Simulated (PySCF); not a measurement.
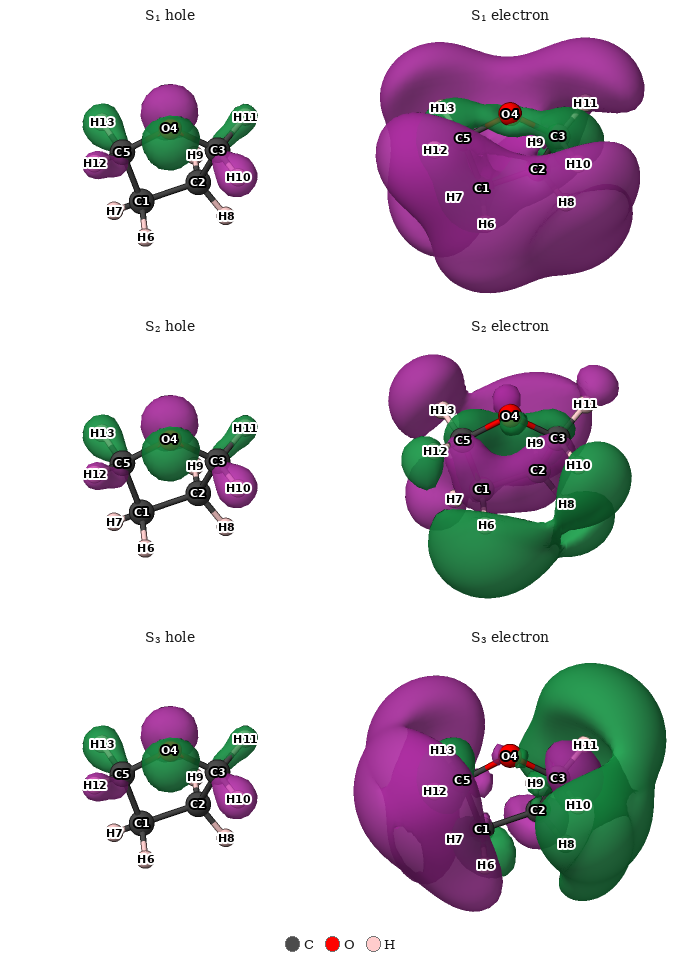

*C₄H₈O, SMILES `C1CCOC1`. Leading natural transition orbitals (TDA singlet states).*

Computed with PySCF, PBE0/def2-SVP, geometry: GFN2-xTB. No frequency check shows the geometry to be a minimum. Without diffuse functions Rydberg states are missing, so the states' numbers hold for this basis only.

Input

```python
import numpy as np
from pyscf import gto, scf, dft, tdscf
from pyscf.scf import atom_ks, atom_hf
from scipy.linalg import block_diag

def solve(mol, dm0=None, hcore=None):
    mf = (dft.UKS if mol.spin else dft.RKS)(mol, xc='pbe0')
    mf.grids.level = 3
    mf = mf.density_fit(auxbasis='def2-universal-jkfit')
    mf.conv_tol, mf.max_cycle = 1e-8, 80
    if hcore is not None:
        mf.get_hcore = lambda *args: hcore
    mf.kernel(dm0)
    if not mf.converged:
        mf = mf.newton().run(mf.mo_coeff, mf.mo_occ, max_cycle=30)
    assert mf.converged, 'SCF not converged'
    return mf

mol = gto.M(atom='''
C      0.73683     0.99022     0.22523
C     -0.72225     1.00063    -0.22492
C     -1.15606    -0.42185     0.12967
O     -0.00995    -1.24586     0.00042
C      1.15063    -0.43794    -0.13045
H      0.80006     1.14515     1.30304
H      1.34919     1.73500    -0.27760
H     -1.32411     1.75355     0.27848
H     -0.78330     1.15725    -1.30262
H     -1.51491    -0.47220     1.16743
H     -1.93862    -0.80905    -0.52849
H      1.92768    -0.83659     0.52741
H      1.50874    -0.49254    -1.16825
''', basis='def2-svp', charge=0, spin=0, verbose=4)
mf = solve(mol)
td = mf.TDA()
td.nstates, td.singlet, td.conv_tol = 5, True, 1e-5
td.kernel()
td.analyze()
x, y = np.array([p[0] for p in td.xy]), np.array([p[1] + 0 * p[0] for p in td.xy])
f, mu = td.oscillator_strength(), td.transition_dipole()
nto = [td.get_nto(state=i + 1, verbose=4) for i in range(len(td.e))]
# spherically averaged free atoms, for the promolecule
atm = atom_ks.get_atm_nrks(mol, xc='pbe0')
pro = block_diag(*[(atm[a[0]][2] * atm[a[0]][3]) @ atm[a[0]][2].T for a in mol._atom])
np.savez('result.npz', e=td.e, f=f, ok=td.converged, w=[n[0] for n in nto], nto=[n[1] for n in nto], x=x, y=y, c=mf.mo_coeff, occ=mf.mo_occ, eps=mf.mo_energy, pro=pro, mu=mu)
```

Launched as:

```sh
OMP_NUM_THREADS=1 python input.py
```

The run took 93 s on 1 thread of Intel(R) Xeon(R) 6975P-C (Granite Rapids), on a shared host, peak memory 0.62 GiB.

Describe these excited states.

By state:
- S₁: 7.33 eV (169 nm), f = 0.024, partly diffuse acceptor orbital, which a basis without diffuse functions describes poorly; the leading pair carries 100 %; hole on O4 (57 %), C3 and C5 (9 % each) and H10 and H13 (6 % each), electron on H6, H7, H8, H9, H10 and H13 (9 % each), C1, C2, C3 and C5 (8 % each) and H11 and H12 (7 % each) (atom shares of so diffuse an orbital are rough); their centroids lie 1.4 Å apart.
- S₂: 8.17 eV (152 nm), f = 0.003, partly diffuse acceptor orbital, which a basis without diffuse functions describes poorly; the leading pair carries 99 %; hole on O4 (57 %), C3 and C5 (9 % each) and H10 and H13 (6 % each), electron on H6 and H9 (15 % each), C1 and C2 (11 % each) and H10 and H13 (7 % each) (atom shares of so diffuse an orbital are rough); their centroids lie 1.6 Å apart.
- S₃: 8.66 eV (143 nm), f = 0.001 (very weak), partly diffuse acceptor orbital, which a basis without diffuse functions describes poorly; the leading pair carries 99 %; hole on O4 (57 %), C3 and C5 (9 % each) and H10 and H13 (6 % each), electron on H11 and H12 (15 % each), H10 and H13 (11 % each) and C3 and C5 (10 % each) (atom shares of so diffuse an orbital are rough); their centroids lie 0.7 Å apart.
